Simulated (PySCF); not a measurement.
Molecule: SMILES [CH2]C(=O)OC(C)COC (C₆H₁₁O₃), doublet. Atoms near the plane z = 0.6 Å, at the GFN2-xTB optimised geometry (x, y, z in Å): O4 (-1.5, 0.2, 1.3), C5 (-0.1, 0.2, 1.2), C6 (0.4, 0.9, 0.0), C7 (0.3, -1.3, 1.3), H10 (-4.0, 0.3, 1.4), H14 (0.1, 1.9, 0.0), H15 (1.5, 0.9, 0.0), H16 (-0.3, -1.9, 0.6), H17 (1.4, -1.4, 1.0).

Calculation: unrestricted CAM-B3LYP/def2-SVP (PySCF 2.14.0). The values are rescaled to run from 0 to 1.

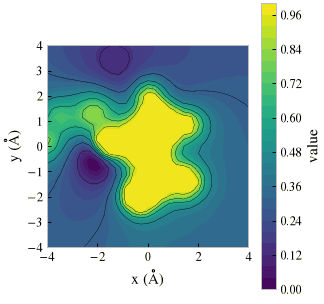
Fig. 1. a field on the plane z = 0.6 Å.

Which quantity is mapped?
A. electrostatic potential
B. spin density
C. deformation density (molecule minus spherical neutral atoms)
D. log10 of the electron density

A, electrostatic potential. In full: electrostatic potential (hartree/e), clipped to [-0.08, 0.12].
